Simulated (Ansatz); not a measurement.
## What a change does: single-point calculation on CH5NOSSi

System: CH5NOSSi.
Method of run 1: RKS PBE0-D4/def2-TZVPP (Ansatz 0.2.0).

The geometry comes from this level: PBE0-D4/def2-TZVP. Text and figures count atoms from 1; the logs count them from 0 in places.

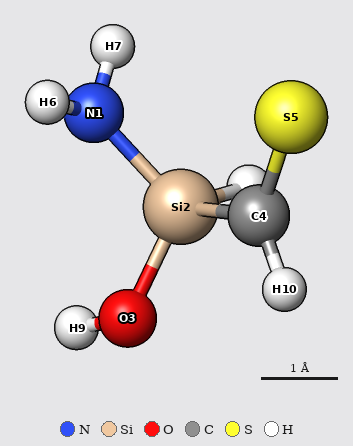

The structure (ball-and-stick view, seen at a tilt; atoms are numbered from 1 in the order of the input).

**The input, run 1**
```yaml
crystal:
  periodic: [false, false, false]
  atoms:
    - {symbol: N, position_ang: [-1.415071, -0.329289, 0.525905]}
    - {symbol: Si, position_ang: [0.181115, -0.448860, -0.058671]}
    - {symbol: O, position_ang: [1.254255, -0.710128, 1.159094]}
    - {symbol: C, position_ang: [0.868266, 1.105825, -0.868587]}
    - {symbol: S, position_ang: [-0.066209, 2.110134, -1.715688]}
    - {symbol: H, position_ang: [-1.695075, 0.458164, 1.089953]}
    - {symbol: H, position_ang: [-2.170249, -0.626602, -0.070796]}
    - {symbol: H, position_ang: [0.161319, -1.541322, -1.066605]}
    - {symbol: H, position_ang: [1.027905, -1.394552, 1.791088]}
    - {symbol: H, position_ang: [1.936844, 1.325328, -0.782591]}
basis:
  gaussian: {orbitals: def2-TZVPP}
hamiltonian: {xc: pbe0, dispersion: d4}
output: {orbitals: {seedname: orbitals}}
```

Command:
```bash
ansatz run in.yaml --threads 4 --pin off --events-out ev --progress --plain --max-ram 10444MiB
```

Hardware: 4 threads of Arm Neoverse V1, 23 GiB of memory available, shared host.

**Output (run 1)**
```
Functional definition: PBE0
  parameter a = 0.25
  parameter kappa = 0.804
  parameter beta = 0.06672455060314922
  exchange = (1 - a)*pbe_x(kappa = kappa, mu = beta*pi^2/3) + a*exact_x
  correlation = pbe_c(beta = beta)
1387 factors; their error is unknown
mean field evaluation 1: about -23347.5433 eV, gradient 8.3e1 eV
mean field evaluation 2: about -23327.7371 eV, gradient 1.2e2 eV
mean field evaluation 4: about -23360.0332 eV, gradient 1.0e1 eV
mean field evaluation 8: about -23360.2668 eV, gradient 2.2e-1 eV
mean field evaluation 16: about -23360.3016 eV, gradient 1.1e-4 eV
mean field -23360.30164711 eV, -858.4752513502 hartree, gradient 3.5e-5 eV, S^2 0.000000; 0 other end points of the search recorded, 0 dependent functions left out
reference -23360.30167734 eV, -858.4752524612 hartree; 28, 28 occupied and 219, 219 virtual orbitals, 1387 factors
Total energy: -23360.50926821 eV, -858.4828812848 hartree
```

The input of run 2 differs as follows (lines with − go, lines with + come):
```diff
-  gaussian: {orbitals: def2-TZVPP}
+  gaussian: {orbitals: "def2-QZVPP.json"}
```

How does run 2 compare with run 1?

The total energy of run 2 is 20.5 kcal/mol lower, which measures the change of basis and not a stability. The HOMO goes from −6.30 to −6.35 eV. The LUMO goes from −2.64 to −2.69 eV. The basis functions go from 247 to 461. On the same kind of shared host run 2 took about 2.8 times as long.

**Output (run 2)**
```
Functional definition: PBE0
  parameter a = 0.25
  parameter kappa = 0.804
  parameter beta = 0.06672455060314922
  exchange = (1 - a)*pbe_x(kappa = kappa, mu = beta*pi^2/3) + a*exact_x
  correlation = pbe_c(beta = beta)
1591 factors; their error is unknown
mean field evaluation 1: about -23347.1805 eV, gradient 8.7e1 eV
mean field evaluation 2: about -23323.4746 eV, gradient 1.3e2 eV
mean field evaluation 4: about -23360.8982 eV, gradient 1.1e1 eV
mean field evaluation 8: about -23361.1695 eV, gradient 2.9e-1 eV
mean field evaluation 16: about -23361.1888 eV, gradient 1.2e-4 eV
mean field -23361.18876800 eV, -858.5078524414 hartree, gradient 3.3e-5 eV, S^2 0.000000; 0 other end points of the search recorded, 0 dependent functions left out
reference -23361.18880411 eV, -858.5078537685 hartree; 28, 28 occupied and 433, 433 virtual orbitals, 1591 factors
Total energy: -23361.39639498 eV, -858.5154825921 hartree
```

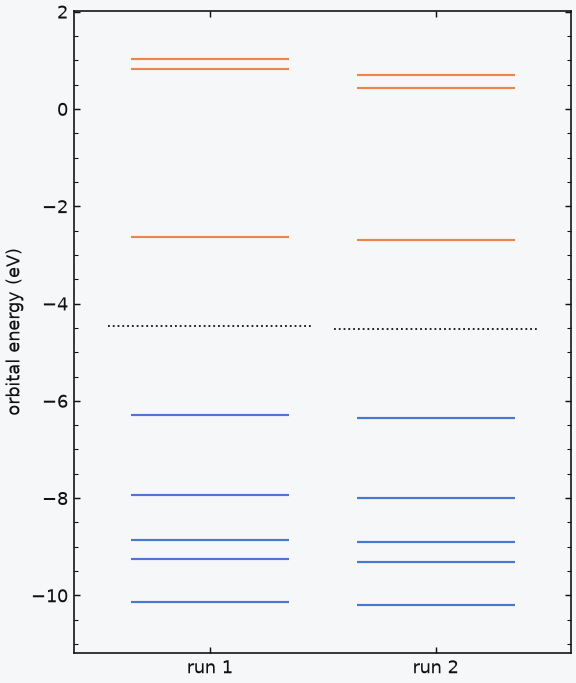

The five highest filled and three lowest empty orbital energies of the two runs; the dotted lines part filled from empty levels. The HOMO–LUMO gap is 3.66 eV in run 1 and 3.66 eV in run 2.

**The two runs side by side**

```tsv
quantity	run 1	run 2
outcome	converged	converged
total energy (hartree)	−858.482881	−858.515483
HOMO (eV)	−6.30	−6.35
LUMO (eV)	−2.64	−2.69
basis functions	247	461
wall time (shared host)	2.9 s	8 s
```
